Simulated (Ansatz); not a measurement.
# Calculations on SiH₂OCl₂

**1. Relaxation**

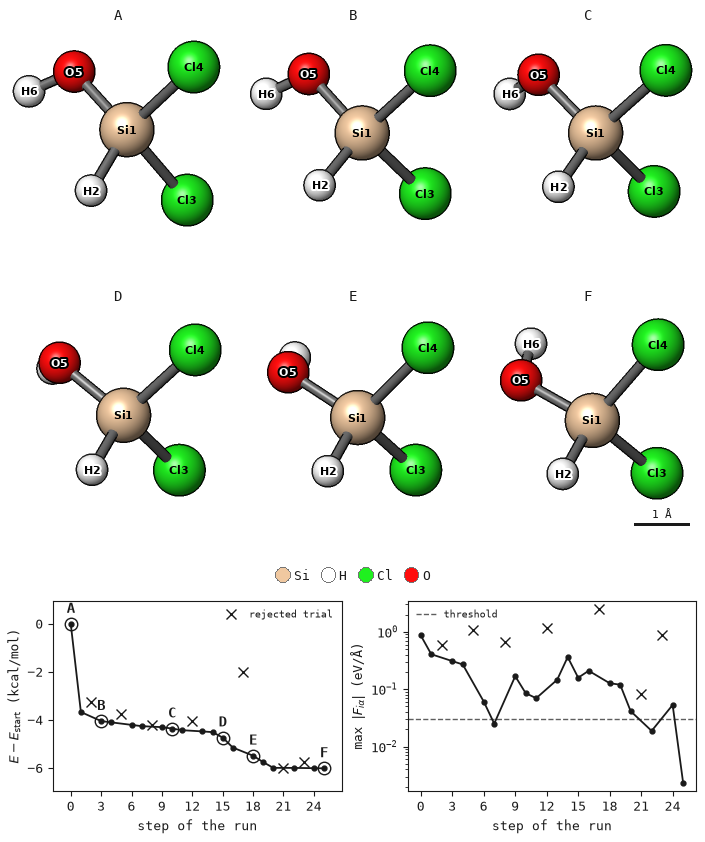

Frames of a relaxation of SiH₂OCl₂, marked on the history of the run. Style: ball-and-stick. Shown at a tilt.

The run prepares an end point of a later path (reaction) calculation, from a guessed geometry.

Level of theory: RKS BLYP-D4/def2-SVP (Ansatz 0.2.0). (no spin polarisation; force threshold 0.03 eV/Å; at most 50 steps)

> What happens along the run?

The largest move after the best rigid fit is that of H6, 0.80 Å. Largest moves by element: H 0.80 Å, O 0.68 Å, Cl 0.22 Å, Si 0.20 Å. Near-neighbour distances that change, for instance: Si1–Cl4 2.062 → 2.084 Å, Si1–H2 1.460 → 1.481 Å, Si1–Cl3 2.103 → 2.084 Å. Among the angles between lasting bonds that change: H2–Si1–Cl3 92.2° → 110.3°, H2–Si1–O5 117.3° → 106.6°, H2–Si1–Cl4 115.3° → 110.2°. Groups turn about Si1–O5 by about 140°. Over 18 accepted moves (25 points after the start) the energy falls by 6.01 kcal/mol. The largest force component goes from 0.86 to 0.0023 eV/Å. The line search rejected the trial steps at points 2, 5, 8, 12, 17, 21, 23 of the run. The forces were under the threshold at step 7, but the run went on from there. From step 0 to 3: H2 moves most (0.22 Å), energy −4.04 kcal/mol. From step 3 to 10: H6 moves most (0.25 Å), energy −0.31 kcal/mol. From step 10 to 15: H6 moves most (0.30 Å), energy −0.37 kcal/mol. From step 15 to 18: H6 moves most (0.24 Å), energy −0.75 kcal/mol. From step 18 to 25: H6 moves most (0.30 Å), energy −0.53 kcal/mol.

**2. Relaxation**

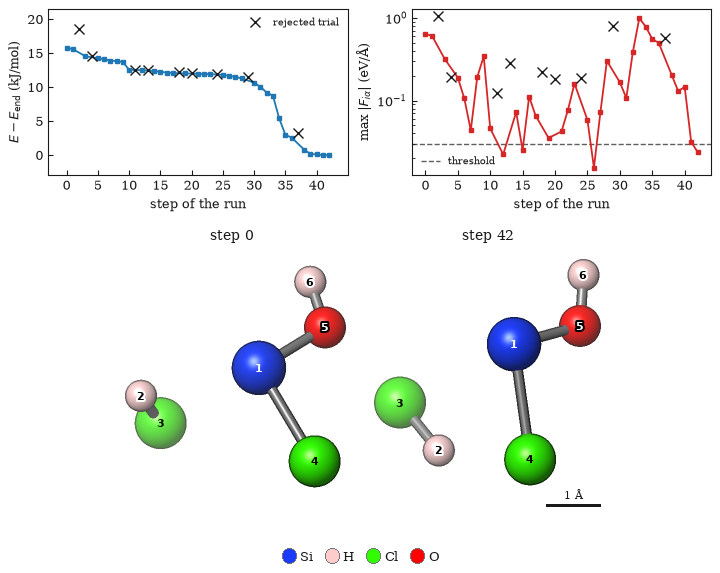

First and last geometry of a relaxation of SiH₂OCl₂, with the history of the run. Style: ball-and-stick. Shown at a tilt.

The run prepares an end point of a later path (reaction) calculation, from a guessed geometry.

Computed with Ansatz, RKS BLYP-D4/def2-SVP.

Input
```yaml
crystal:
  periodic: [false, false, false]
  atoms:
    - { symbol: Si, position_ang: [-0.859696, 0.133662, 0.352852] }
    - { symbol: H, position_ang: [1.430621, 0.180993, 1.704869] }
    - { symbol: Cl, position_ang: [2.418056, -0.170748, 0.86797] }
    - { symbol: Cl, position_ang: [-1.005961, 1.662521, -1.111016] }
    - { symbol: O, position_ang: [-1.069934, -1.213406, -0.642568] }
    - { symbol: H, position_ang: [-1.026385, -2.062322, -0.157507] }
basis:
  gaussian: { orbitals: def2-SVP }
hamiltonian:
  xc: blyp
  dispersion: d4
relax:
  f_tol: 0.03
  max_steps: 50
```

Run as
```bash
ansatz run input.yaml --threads 1 --pin off --max-ram 2048MiB --backend cpu --events-out ev --progress --plain --runs-dir out
```

### Did the run converge, and what did it change?

It converged. The atom that moves furthest after the best rigid fit is H2 (1.29 Å). By element the largest moves are H 1.29 Å, Cl 0.86 Å, Si 0.46 Å, O 0.13 Å. Near-neighbour distances that change, for instance: Si1–Cl3 3.332 → 3.273 Å, Si1–Cl4 2.122 → 2.174 Å, H2–Cl3 1.341 → 1.312 Å. The energy falls by 15.8 kJ/mol in 33 accepted moves (42 points after the start). The largest force component goes from 0.64 to 0.024 eV/Å. The line search rejected the trial steps at points 2, 4, 11, 13, 18, 20, 24, 29 and more of the run. The forces were under the threshold at step 12, but the run went on from there.

Limits of the set-up: the start holds two separate molecules, 2.7 Å apart at their closest, whose relative position is a soft coordinate.

**3. Path**

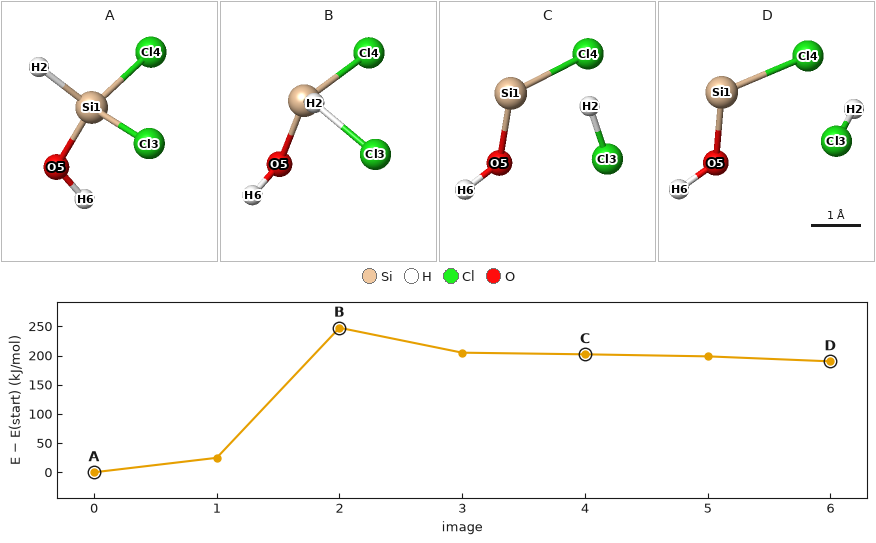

A nudged-elastic-band calculation for SiH2OCl2. Images are numbered from 0 (start) to 6 (end). Frames A to D are images 0, 2, 4, 6. Style: ball-and-stick. Shown from a free direction.

All numbers below come from RKS BLYP-D4/def2-SVP (Ansatz). Run with 5 movable images; climbing image; force threshold 0.05 eV/Å; iteration limit 60; starting path through a guess of the saddle point.

Question: Read off the barrier and say what moves.

Answer: Breaking: Si1–Cl3 (2.08 → 2.66 at the top → 3.27 Å), Si1–H2 (1.48 → 1.61 at the top → 2.91 Å). Forming: H2–Cl3 (2.95 → 1.68 at the top → 1.31 Å). The highest point, image 2, lies 247.5 kJ/mol above the start and 57.5 kJ/mol above the end; the end is at +190.0 kJ/mol relative to the start. The band converged in 20 iterations. The largest component of the band force went from 80 to 0.049 eV/Å. The climbing image converged on the top of the path. Its vibrational analysis gives one imaginary mode (771i cm⁻¹), as a transition state must have.

Cost: 2.9 min on 1 thread of Arm Neoverse V2, on a shared host, peak memory 0.16 GiB.
